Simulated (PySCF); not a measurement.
# C₃H₇ClOSi: what the fields show

```xyz
13

Cl    3.0699    0.5954    0.7350
Si    1.2581   -0.2569    0.8462
C    -0.2240    0.9265    0.6714
C    -1.1382    0.1061   -0.2401
C    -0.2366   -0.6723   -1.2018
O     0.9304   -1.0842   -0.5216
H     1.2093   -1.1669    1.9811
H    -0.7291    1.1922    1.5958
H     0.0665    1.8565    0.1799
H    -1.8475    0.7224   -0.7917
H    -1.6986   -0.6085    0.3647
H     0.0659   -0.0438   -2.0461
H    -0.7304   -1.5660   -1.5904
```

Geometry: GFN2-xTB.

The calculation used PBE0/pcSseg-1, SCF density, gas phase, non-relativistic in PySCF 2.14.0.

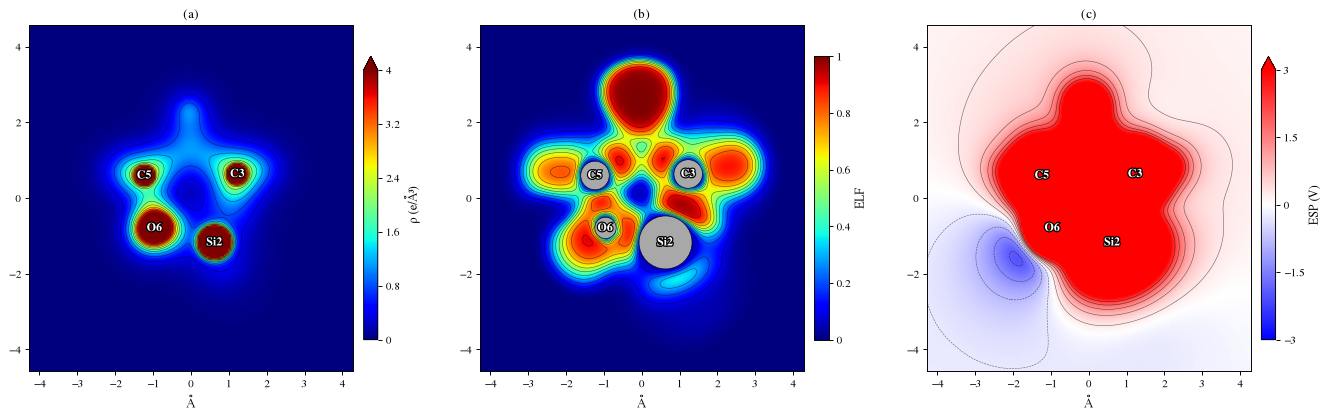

Figure 1. (a) total electron density; (b) electron localisation function; (c) molecular electrostatic potential on the plane of atoms C3, Si2 and O6. Grey discs cover the atomic cores in the ELF map.

### Describe what can be read from this map.

- The section cuts through Si, C and O sites.
- C–O (1.41 Å): ρ at the midpoint is about 2 e/Å³, with its minimum of 1.7 e/Å³ about 0.5 Å from C; the ELF peaks at about 0.90 between the atoms (a polar covalent bond).
- Si–O (1.63 Å): ρ is about 1.2 e/Å³ halfway; the ELF peaks at about 0.85 between the atoms: a shared but strongly polarised pair.
- C–Si (1.90 Å): the density is about 0.93 e/Å³ at the midpoint; the ELF peaks at about 0.95 between the atoms, as expected for localised, covalent bonding.
- The ELF also peaks beside O6, away from the bonds: lone-pair regions.
- Outside the dense part of the molecule the potential is most negative (−2.0 V) near O6.

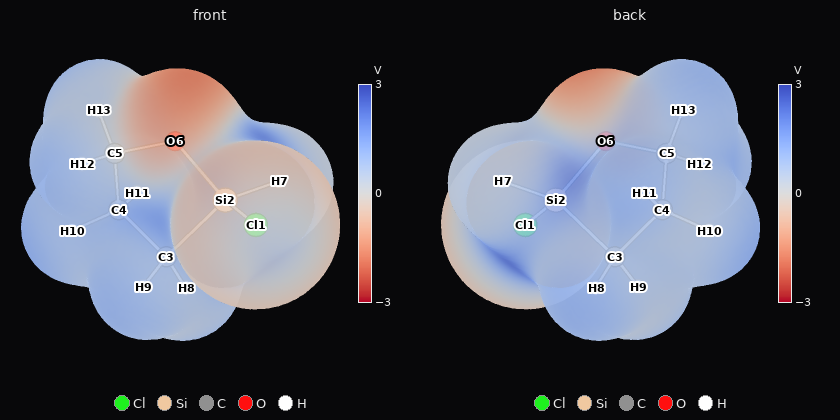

Figure 2. The molecular electrostatic potential painted on the density surface at 0.004 e/bohr³, seen from the front and from behind; the colour scale runs from red (negative) to blue (positive).

### Where is the surface potential most negative and most positive?

The most negative region (about −1.7 V, or −39 kcal/mol for a unit charge) lies over O6, the most positive (about +2.1 V, or +48 kcal/mol for a unit charge) over Si2. Cl1 shows a σ-hole: about +0.2 V at the tip opposite its bond, against about −0.4 V, or −9 kcal/mol for a unit charge on its flanks. O6 is the likeliest acceptor of a hydrogen bond.

### How polar is the molecule by this calculation?

Its dipole moment is 2.63 D.
